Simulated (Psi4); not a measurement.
# doublet CH3ClFIn+ at 3 levels

We compute a comparison of 3 runs (U-wB97X/def2-SVP, UB3LYP/def2-SVP, UBHLYP/def2-SVP) of doublet CH3ClFIn+. 

The results are computed with Psi4 1.11.

1 further run of the same task is left out (set aside as unsound or not needed). Runs told in other sessions of the task aren't counted.

### Step 1. The molecule

The species is CH3ClFIn+ (7 atoms), meant as a doublet with charge +1. SMILES of the parent species: `[CH3][In]([F])[Cl]`. The shape is that of a PBE0-D4/def2-TZVP optimisation. That shape belongs to the parent species and isn't relaxed for this state.

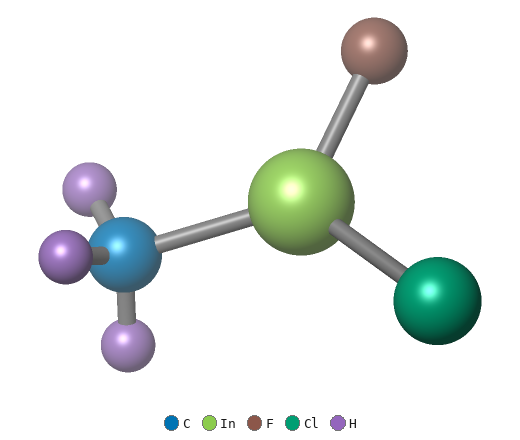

Viewed from a chosen angle; carbon blue, indium green, fluorine brown, chlorine teal, hydrogen purple.

### Step 2. Energy and gradient at U-wB97X/def2-SVP (core potential) (run 1)

Contents of job.dat:

```
memory 2200 mb

molecule {
  1 2
  C     -0.390800     0.951400     0.427300
  In     0.391000    -0.846100    -0.384300
  F      2.306000    -1.125500    -0.600500
  Cl    -0.728400    -2.728700    -1.135500
  H     -1.112900     1.373000    -0.270800
  H     -0.891300     0.725700     1.368500
  H      0.426300     1.650400     0.595200
  units angstrom
  symmetry c1
  no_reorient
  no_com
}

set {
  reference uks
  puream true
  e_convergence 1e-09
  d_convergence 1e-08
  scf_type pk
  dft_radial_points 99
  dft_spherical_points 590
  maxiter 100
}

gradient('wb97x/def2-SVP')
print_variables()
```

On the command line:

```
psi4 -i job.dat -o job.out -n 1
```

job.out:

```text
[...]
    !!!  WARNING: ECP capability is in beta. Please check occupations closely.  !!!
[...]
  Running in c1 symmetry.
[...]
  Nuclear repulsion =  240.938696889581820
[...]
  Multiplicity = 2
[...]
  Nalpha       = 28
  Nbeta        = 27
[...]
    Number of basis functions: 87
[...]
   @UKS iter   1:  -789.24189655509872   -1.06818e+00   7.95661e-03 DIIS/ADIIS
[...]
   @UKS iter  27:  -789.50395471631134   -2.31921e-11   8.12105e-09 DIIS
[...]
   @S^2 Observed:                7.780988279E-01
[...]
  @UKS Final Energy:  -789.50395471631134
   => Energetics <=
    Nuclear Repulsion Energy =            240.9386968895818200
    One-Electron Energy =               -1630.0275983011947574
    Two-Electron Energy =                 644.5346326484932433
    DFT Exchange-Correlation Energy =     -44.9496859531917110
    Empirical Dispersion Energy =           0.0000000000000000
    VV10 Nonlocal Energy =                  0.0000000000000000
    Total Energy =                       -789.5039547163113411
  UHF NO Occupations:
  HONO-2 :   26  A 1.9990898
  HONO-1 :   27  A 1.9873759
[...]
  -Total Gradient:
     Atom            X                  Y                   Z
    ------   -----------------  -----------------  -----------------
       1        0.022375249441    -0.033467917283    -0.015678206774
       2       -0.032624205108     0.017930401006     0.009336663292
       3        0.010365982153    -0.006174330973    -0.003181303016
       4        0.009665184911     0.002989346276     0.000785556594
       5        0.003953401161     0.004136715556     0.011442134980
       6        0.001545645261     0.011561677626    -0.006093368130
       7       -0.016101523906     0.003153609495     0.003487482085
[...]
```

Run time: 48 s. Hardware: 1 thread of AMD EPYC 7R43 (Zen 3), shared host; peak memory 1.1 GiB.

### Step 3. Energy and gradient at UB3LYP/def2-SVP (core potential) (run 2)

Contents of calc.py:

```python
import psi4

psi4.set_memory(2200000000)
psi4.set_num_threads(1)
psi4.core.set_output_file('run.log', False)

geom = psi4.geometry("""
1 2
C     -0.73850497     1.79788543     0.80747997
In     0.73888291    -1.59889727    -0.72622175
F      4.35770844    -2.12688675    -1.13478054
Cl    -1.37647651    -5.15649568    -2.14578401
H     -2.10307620     2.59459397    -0.51173783
H     -1.68431289     1.37137425     2.58609020
H      0.80559025     3.11880400     1.12476499
units bohr
symmetry c1
no_reorient
no_com
""")

psi4.set_options({
    'basis': 'def2-SVP',
    'reference': 'uks',
    'puream': True,
    'e_convergence': 1e-09,
    'd_convergence': 1e-08,
    'scf_type': 'pk',
    'dft_radial_points': 99,
    'dft_spherical_points': 590,
    'maxiter': 100,
})

result, w = psi4.gradient('b3lyp', molecule=geom, return_wfn=True)
psi4.oeprop(w, 'MAYER_INDICES', 'LOWDIN_CHARGES', 'WIBERG_LOWDIN_INDICES')
print('gradient / Eh bohr^-1')
print(result.np.round(6))
print(f'energy = {w.energy():.10f} Eh')
for k, v in sorted(psi4.core.scalar_variables().items()):
    print(f'{k:45s} {v:18.10f}')
```

On the command line:

```
python calc.py
```

run.log:

```text
[...]
    !!!  WARNING: ECP capability is in beta. Please check occupations closely.  !!!
[...]
  Running in c1 symmetry.
[...]
  Nuclear repulsion =  240.938697026497664
[...]
  Multiplicity = 2
[...]
  Nalpha       = 28
  Nbeta        = 27
[...]
    Number of basis functions: 87
[...]
   @UKS iter   1:  -789.17283516003226   -6.22356e-01   9.94514e-03 ADIIS/DIIS
[...]
   @UKS iter  20:  -789.59478110895134   -3.00133e-11   6.88442e-09 DIIS
[...]
   @S^2 Observed:                7.605656872E-01
[...]
  @UKS Final Energy:  -789.59478110895134
   => Energetics <=
    Nuclear Repulsion Energy =            240.9386970264976640
    One-Electron Energy =               -1630.0867680252019909
    Two-Electron Energy =                 649.4671538170734948
    DFT Exchange-Correlation Energy =     -49.9138639273205058
    Empirical Dispersion Energy =           0.0000000000000000
    VV10 Nonlocal Energy =                  0.0000000000000000
    Total Energy =                       -789.5947811089513380
  UHF NO Occupations:
  HONO-2 :   26  A 1.9990759
  HONO-1 :   27  A 1.9960664
[...]
  -Total Gradient:
     Atom            X                  Y                   Z
    ------   -----------------  -----------------  -----------------
       1        0.017345473004    -0.031522329954    -0.014555792639
       2       -0.020496027917     0.006373609962     0.003769032018
       3       -0.001149515137    -0.003729188729    -0.001552104349
       4        0.012706503379     0.012787418984     0.004837021900
       5        0.004004490972     0.003510251994     0.011408744082
       6        0.001560173286     0.010879002698    -0.006512938158
       7       -0.013975863736     0.001691243116     0.002602286878
[...]
```

Standard output:

```text
gradient / Eh bohr^-1
[[ 0.017345 -0.031522 -0.014556]
 [-0.020496  0.006374  0.003769]
 [-0.00115  -0.003729 -0.001552]
 [ 0.012707  0.012787  0.004837]
 [ 0.004004  0.00351   0.011409]
 [ 0.00156   0.010879 -0.006513]
 [-0.013976  0.001691  0.002602]]
energy = -789.5947811090 Eh
CURRENT ENERGY                                   -789.5947811090
CURRENT REFERENCE ENERGY                         -789.5947811090
DD SOLVATION ENERGY                                 0.0000000000
DFT FUNCTIONAL TOTAL ENERGY                      -789.5947811090
DFT TOTAL ENERGY                                 -789.5947811090
DFT VV10 ENERGY                                     0.0000000000
DFT XC ENERGY                                     -49.9138639273
GRID ELECTRONS ALPHA                               27.9999993770
GRID ELECTRONS BETA                                26.9999993349
GRID ELECTRONS TOTAL                               54.9999987119
NUCLEAR REPULSION ENERGY                          240.9386970265
ONE-ELECTRON ENERGY                             -1630.0867680252
PCM POLARIZATION ENERGY                             0.0000000000
PE ENERGY                                           0.0000000000
SCF ITERATION ENERGY                             -789.5947811090
SCF ITERATIONS                                     20.0000000000
SCF TOTAL ENERGY                                 -789.5947811090
TWO-ELECTRON ENERGY                               649.4671538171
XC GRID RADIAL POINTS                              99.0000000000
XC GRID SPHERICAL POINTS                          590.0000000000
XC GRID TOTAL POINTS                           389000.0000000000
```

It took 35 s on 1 thread of AMD EPYC 7R43 (Zen 3), shared host; peak memory 1 GiB.

### Step 4. Energy and gradient at UBHLYP/def2-SVP (core potential) (run 3)

Contents of calc.py:

```python
import psi4

psi4.set_memory('2200 MB')
psi4.set_num_threads(1)
psi4.core.set_output_file('ch3clfin.out', False)

molecule = psi4.geometry("""
1 2
C     -0.73850497     1.79788543     0.80747997
In     0.73888291    -1.59889727    -0.72622175
F      4.35770844    -2.12688675    -1.13478054
Cl    -1.37647651    -5.15649568    -2.14578401
H     -2.10307620     2.59459397    -0.51173783
H     -1.68431289     1.37137425     2.58609020
H      0.80559025     3.11880400     1.12476499
units au
symmetry c1
no_reorient
no_com
""")

options = {'basis': 'def2-SVP', 'reference': 'uks', 'puream': True, 'e_convergence': 1e-09, 'd_convergence': 1e-08, 'scf_type': 'pk', 'dft_radial_points': 99, 'dft_spherical_points': 590, 'maxiter': 100}
psi4.set_options(options)

e_tot, wfn = psi4.gradient('bhhlyp', return_wfn=True)
psi4.oeprop(wfn, 'LOWDIN_CHARGES', 'MAYER_INDICES', 'WIBERG_LOWDIN_INDICES', title='BHHLYP')
print('gradient / Eh bohr^-1')
print(e_tot.np.round(6))
print(f'energy = {wfn.energy():.10f} Eh')
```

On the command line:

```
python calc.py
```

ch3clfin.out:

```text
[...]
    !!!  WARNING: ECP capability is in beta. Please check occupations closely.  !!!
[...]
  Running in c1 symmetry.
[...]
  Nuclear repulsion =  240.938697026497664
[...]
  Multiplicity = 2
[...]
  Nalpha       = 28
  Nbeta        = 27
[...]
    Number of basis functions: 87
[...]
   @UKS iter   1:  -789.07479680256711   -9.64245e-01   8.29783e-03 ADIIS/DIIS
[...]
   @UKS iter  25:  -789.36055120190338   -8.98126e-12   3.85109e-09 DIIS
[...]
   @S^2 Observed:                7.802618904E-01
[...]
  @UKS Final Energy:  -789.36055120190338
   => Energetics <=
    Nuclear Repulsion Energy =            240.9386970264976640
    One-Electron Energy =               -1630.1694028219130814
    Two-Electron Energy =                 631.7672865913535816
    DFT Exchange-Correlation Energy =     -31.8971319978415515
    Empirical Dispersion Energy =           0.0000000000000000
    VV10 Nonlocal Energy =                  0.0000000000000000
    Total Energy =                       -789.3605512019033768
  UHF NO Occupations:
  HONO-2 :   26  A 1.9992879
  HONO-1 :   27  A 1.9863399
[...]
  -Total Gradient:
     Atom            X                  Y                   Z
    ------   -----------------  -----------------  -----------------
       1        0.025764890344    -0.037516567106    -0.017624210548
       2       -0.041168504956     0.008449667152     0.005704440305
       3        0.014765853070    -0.004857173604    -0.002837544818
       4        0.013335469057     0.011635642837     0.004309831174
       5        0.000331658021     0.005721710357     0.007418286958
       6       -0.000878011877     0.009784309520    -0.001383696952
       7       -0.012153370650     0.006775575326     0.004410228817
[...]
```

The script printed:

```text
gradient / Eh bohr^-1
[[ 0.025765 -0.037517 -0.017624]
 [-0.041169  0.00845   0.005704]
 [ 0.014766 -0.004857 -0.002838]
 [ 0.013335  0.011636  0.00431 ]
 [ 0.000332  0.005722  0.007418]
 [-0.000878  0.009784 -0.001384]
 [-0.012153  0.006776  0.00441 ]]
energy = -789.3605512019 Eh
```

Wall time 37 s (1 thread of AMD EPYC 7R43 (Zen 3), shared host); peak memory 1 GiB.

### Step 5. The series

```csv
run,level,properties,energy (Eh),HOMO energy (eV),LUMO energy (eV),⟨S²⟩,wall time
1,U-wB97X/def2-SVP (core potential),–,-789.503955,-16.81,-11.28,0.778,48 s
2,UB3LYP/def2-SVP (core potential),"(mayer, lowdin, wiberg)",-789.594781,-14.60,-13.03,0.761,35 s
3,UBHLYP/def2-SVP (core potential),"(lowdin, mayer, wiberg)",-789.360551,-15.67,-12.17,0.780,37 s
```

### Step 6. Summary of results

| quantity | value |
| --- | --- |
| run 3: total energy | -789.36055 Eh |
| run 3: HOMO energy (highest over α and β) | -15.67 eV |
| run 3: LUMO energy (lowest over α and β) | -12.17 eV |
| run 3: ⟨S²⟩ | 0.780 |
| run 3: largest force on an atom | 2.510 eV/Å |

What this shows: Totals of different functionals can't be ranked against each other. All runs together took 2 min, the longest 48 s.
